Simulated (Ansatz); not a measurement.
# [BH3]− (SMILES [BH3-]) at U-wB97X/3-21G

Aim: the energy change on altering one bond length of [BH3]− at U-wB97X/3-21G, from 2 runs. 

The results are computed with Ansatz 0.2.0.

2 further runs of the same task are left out: 2 set aside as unsound or not needed.

### 1 The structure to begin with

[BH3]−: 4 atoms, total charge -1, spin state doublet. As SMILES, `[BH3-]`. The shape is that of a GFN2-xTB optimisation.

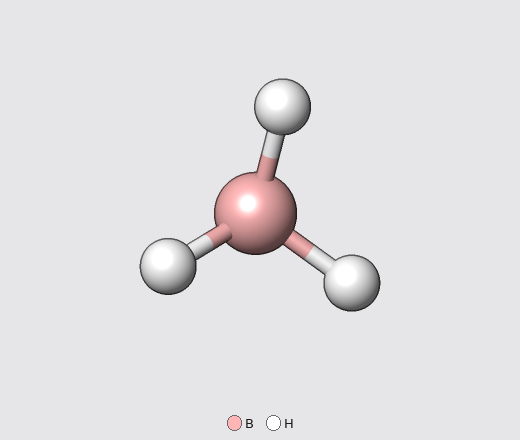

The structure, seen from a chosen angle (boron pink, hydrogen white).

### 2 The energy at U-wB97X/3-21G

Input file run.yaml:

```yaml
crystal:
  periodic: [false, false, false]
  atoms:
    - {symbol: B, position_ang: [0.150430, -0.037330, -0.233800]}
    - {symbol: H, position_ang: [0.917080, 0.452560, 0.628490]}
    - {symbol: H, position_ang: [-0.279230, -1.161080, 0.118390]}
    - {symbol: H, position_ang: [-0.788270, 0.745860, -0.513080]}
basis:
  gaussian:
    orbitals: 3-21G.json
total_charge: -1
magnetization:
  spin_polarized: true
  initial_magnetization: 1
hamiltonian:
  xc: {name: wB97X}
accuracy: high
```

The basis set 3-21G is read from a file made from the Basis Set Exchange's data (not shown).

Run with:

```bash
ansatz run run.yaml --threads 1 --pin off --max-ram 2610MiB --events-out events.jsonl --progress --plain --runs-dir runs
```

The log of the run:

```text
Warning: RAYON_NUM_THREADS=1 ignored (pool sized by the plan → 1); use --threads N
Functional definition: wB97X
  name "wB97X"
  parameter omega = 0.3/bohr
  parameter cx = 0.157706
  parameter cx1 = 0.726479
  parameter cx2 = 1.04760
  parameter cx3 = -5.70635
  parameter cx4 = 13.2794
  parameter css1 = -4.33879
  parameter css2 = 18.2308
  parameter css3 = -31.7430
  parameter css4 = 17.2901
  parameter cos1 = 2.37031
  parameter cos2 = -11.3995
  parameter cos3 = 6.58405
  parameter cos4 = -3.78132
  exchange = spin_sum(e_x_unif_sr(omega)*poly(b97_u_x, 1 - cx, cx1, cx2, cx3, cx4)) + cx*exact_x_sr(omega)
      + exact_x_lr(omega)
  correlation = spin_sum(e_c_pw_same_spin*poly(b97_u_same, 1, css1, css2, css3, css4))
      + integral(e_c_pw_opposite_spin*poly(b97_u_opposite, 1, cos1, cos2, cos3, cos4))
294 factors; integrals over basis functions are off by at most 2.6e-9 eV
140 factors; integrals over basis functions are off by at most 1.3e-9 eV
mean field evaluation 1: about -718.3580 eV, gradient 5.1e0 eV
mean field evaluation 2: about -718.6402 eV, gradient 1.6e0 eV
mean field evaluation 4: about -718.6695 eV, gradient 1.5e-1 eV
mean field evaluation 8: about -718.6506 eV, gradient 6.6e-3 eV
mean field evaluation 16: about -718.6506 eV, gradient 2.5e-7 eV
mean field -718.65062186 eV, -26.4099232344 hartree, gradient 5.1e-8 eV, S^2 0.752542; 0 other end points of the search recorded, 0 dependent functions left out
reference -718.65062073 eV, -26.4099231929 hartree; 5, 4 occupied and 10, 11 virtual orbitals, 294 factors
Total energy: -718.65062073 eV, -26.4099231929 hartree
```

Wall time 3.9 s (1 thread of Arm Neoverse V1, shared host); peak memory 0.25 GiB.

### 3 The distorted shape

Input file input.yaml:

```yaml
crystal:
  periodic: [false, false, false]
  atoms:
    - {symbol: B, position_ang: [0.257854, 0.243631, -0.321855]}
    - {symbol: H, position_ang: [1.024504, 0.733521, 0.540435]}
    - {symbol: H, position_ang: [-0.279230, -1.161080, 0.118390]}
    - {symbol: H, position_ang: [-0.680846, 1.026821, -0.601135]}
basis:
  gaussian:
    orbitals: 3-21G.json
total_charge: -1
magnetization:
  spin_polarized: true
  initial_magnetization: 1
hamiltonian:
  xc: {name: wB97X}
accuracy: high
```

The basis set 3-21G is read from a file made from the Basis Set Exchange's data (not shown).

Run with:

```bash
ansatz run input.yaml --threads 1 --pin off --max-ram 2610MiB --events-out events.jsonl --progress --plain --runs-dir runs
```

The log of the run, shortened:

```text
Warning: RAYON_NUM_THREADS=1 ignored (pool sized by the plan → 1); use --threads N
Functional definition: wB97X
  name "wB97X"
[...]
      + exact_x_lr(omega)
[...]
      + integral(e_c_pw_opposite_spin*poly(b97_u_opposite, 1, cos1, cos2, cos3, cos4))
294 factors; integrals over basis functions are off by at most 2.6e-9 eV
141 factors; integrals over basis functions are off by at most 2.0e-9 eV
[...]
mean field -718.03043435 eV, -26.3871317638 hartree, gradient 4.1e-8 eV, S^2 0.753515; 0 other end points of the search recorded, 0 dependent functions left out
reference -718.03043318 eV, -26.3871317207 hartree; 5, 4 occupied and 10, 11 virtual orbitals, 294 factors
Total energy: -718.03043318 eV, -26.3871317207 hartree
```

It took 4.2 s on 1 thread of Arm Neoverse V1, shared host; peak memory 0.25 GiB.

### 4 Outcome

Level: U-wB97X/3-21G.

| quantity | value |
| --- | --- |
| first shape: total energy | -26.40992 Eh |
| first shape: ⟨S²⟩ | 0.753 |
| distorted shape: total energy | -26.38713 Eh |
| distorted shape: ⟨S²⟩ | 0.754 |
| energy change with the B1–H3 bond stretched from 1.254 to 1.567 Å | 0.620 eV |

What this shows: With the B1–H3 bond stretched from 1.254 to 1.567 Å the energy rises by 0.62 eV (59.8 kJ/mol). The first shape isn't relaxed at this level, so the change isn't measured from a minimum.
